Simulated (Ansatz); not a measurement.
**AlF₂H₃O₄Si: density, localisation and related maps**

```xyz
11

Al   -1.2935    1.1401   -0.0736
F    -1.7480    1.7675   -1.5429
F    -1.7298    1.9928    1.2833
O     1.1395   -1.4027    1.3986
O     0.6136    0.8966   -0.0692
O     1.1103   -1.5977   -1.1861
O    -1.2108   -0.6294    0.0663
Si    0.3906   -0.8460    0.0652
H     0.7112   -1.2291    2.2423
H     1.4247    1.4106   -0.1294
H     0.6575   -1.5597   -2.0339
```

Geometry: PBE0-D4/def2-SVP.

These are results of isolated molecule in a Gaussian basis; Kohn-Sham density functional theory, functional PBE0 (Ansatz 0.2.0), not measurements.

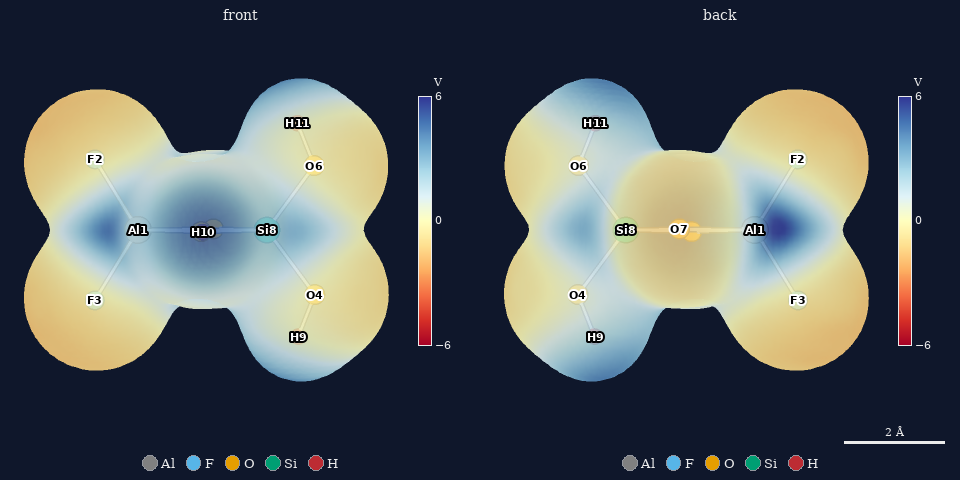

Figure 1. The molecular electrostatic potential painted on the density surface at 0.004 e/bohr³, seen from the front and from behind; red is negative and blue positive.

**Describe the electrostatic potential map.**

The most negative region (about −1.6 V, or −37 kcal/mol for a unit charge) lies over F2 and F3, the most positive (about +5.1 V, or +118 kcal/mol for a unit charge) over Al1 and H10.

**What dipole moment does the calculation give?**

Its dipole moment is 3.53 D.

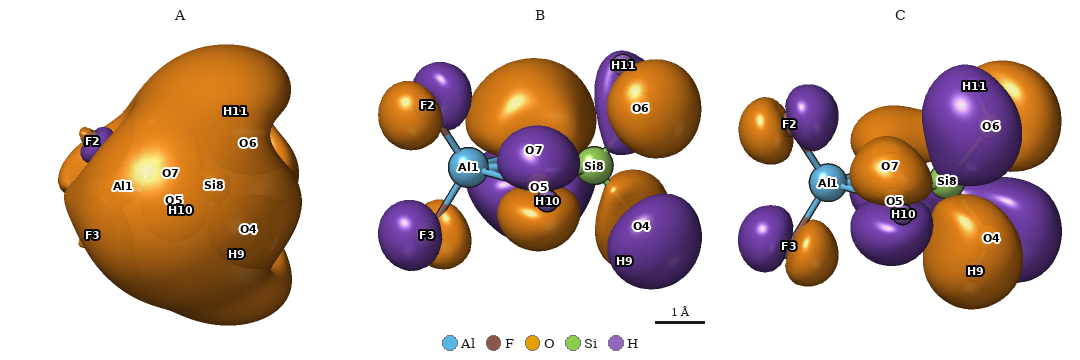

Figure 2. Three frontier orbitals at ±0.04 Å⁻³ᐟ² (orange and purple are the two phases), in no order.

**Order the three orbitals by energy and name them.**

C is the HOMO−1 (−10.41 eV). By Hirshfeld shares it lies mainly on O4 (about 35 %), O6 (about 35 %) and O5 (about 10 %); largely a combination of lone pairs on O4, O6 and O5. B is the HOMO (−9.78 eV). Its weight (Hirshfeld) is mainly on O7 (about 55 %), O4 (about 10 %) and O6 (about 10 %). A is the LUMO (−1.02 eV). By Hirshfeld shares it lies mainly on Al1 (about 20 %), Si8 (about 20 %), H10 (about 20 %), H9 (about 10 %), H11 (about 10 %) and O5 (about 5 %).

**What is the HOMO–LUMO gap?**

8.76 eV between the orbital energies.

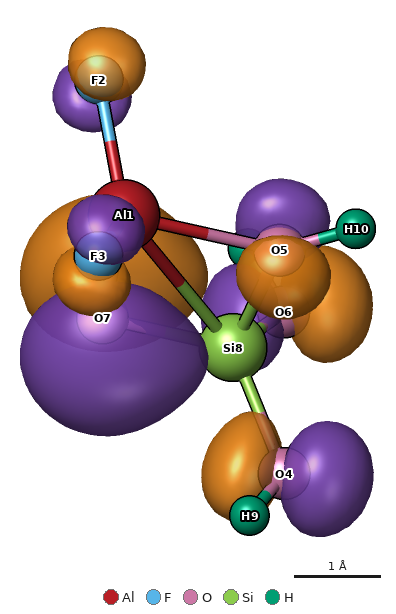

Figure 3. The HOMO at ±0.1 Å⁻³ᐟ² (orange and purple are the two phases), seen at an oblique angle.

**Where does this orbital lie, and at what energy?**

It lies mainly on O7 (about 55 %), O4 (about 10 %) and O6 (about 10 %). Its energy is −9.78 eV.
